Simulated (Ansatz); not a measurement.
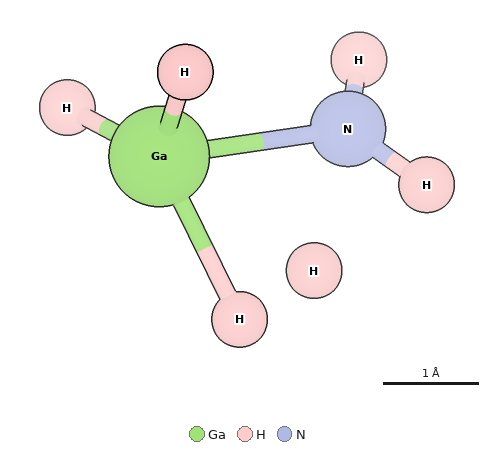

The input geometry (ball-and-stick view, seen at a tilt). Sticks mark near contacts.

## Nudged elastic band, with input and output: GaNH6

GaNH6, set up with RKS PBE-D4/def2-SVP (Ansatz 0.2.0).

One setting was made poor on purpose. It belongs to a series of runs on one base structure; here: an input spoilt on purpose.

The input
```yaml
crystal:
  periodic: [false, false, false]
  atoms:
    - { symbol: Ga, position_ang: [0.0, 0.0, 0.0] }
    - { symbol: H, position_ang: [0.0, 0.0, 1.92] }
    - { symbol: H, position_ang: [1.3596, 0.0, -0.785] }
    - { symbol: H, position_ang: [-1.3596, 0.0, -0.785] }
    - { symbol: "N", position_ang: [0.0932, -2.1142, 0.7032] }
    - { symbol: H, position_ang: [-0.4251, -2.8722, 0.1737] }
    - { symbol: H, position_ang: [0.6559, -2.3611, 1.5669] }
    - { symbol: H, position_ang: [0.0454, -1.0306, 1.8459] }
basis:
  gaussian: { orbitals: def2-SVP }
hamiltonian:
  xc: pbe
  dispersion: d4
neb:
  order_check: false
  images: 7
  f_tol: 0.03
  max_iterations: 8
  final_atoms:
    - { symbol: Ga, position_ang: [0.0, 0.0, 0.0] }
    - { symbol: H, position_ang: [0.0, 0.0, 1.92] }
    - { symbol: H, position_ang: [1.3596, 0.0, -0.785] }
    - { symbol: H, position_ang: [-1.3596, 0.0, -0.785] }
    - { symbol: "N", position_ang: [0.0932, -2.1142, 0.7032] }
    - { symbol: H, position_ang: [-0.4251, -2.8722, 0.1737] }
    - { symbol: H, position_ang: [0.6559, -2.3611, 1.5669] }
  initial_path: idpp
```

Launch command:
```bash
ansatz run input.yaml --threads 1 --pin off --max-ram 2048MiB --backend cpu --events-out ev --progress --plain --runs-dir out
```

Output
```
Error: invalid value for `neb.final_atoms`: lists 7 atoms but crystal.atoms has 8 — the final endpoint must contain the same atoms in the same order
```

Outcome

- outcome: refused by the program
- hardware: 1 thread of Arm Neoverse V2, 24 GiB of memory available, shared host

What went wrong

The program refused the input: “invalid value for `neb.final_atoms`: lists 7 atoms but crystal.atoms has 8 — the final endpoint must contain the same atoms in the same order” A deliberately poor setting: bad input.
